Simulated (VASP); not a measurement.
Band structure of HfC (rock salt). Method: revPBE GGA, VASP's PBE PAW potentials (set 64) (plane waves; VASP 6.6.1).

Unless said otherwise, spin-orbit coupling is left out, though it shifts the bands of the heavy elements here.

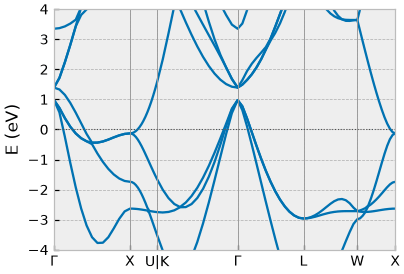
Figure: Bands along high-symmetry lines, zero at the valence-band maximum or, without a gap, the Fermi level

**Question.** Read the plot: is there a gap, and where are the band edges?

**Answer.** It has no gap at this level: it comes out as a metal or semimetal. (Edges off the drawn lines would not show.)

The compound is HfC in the rock salt structure. It was relaxed first.
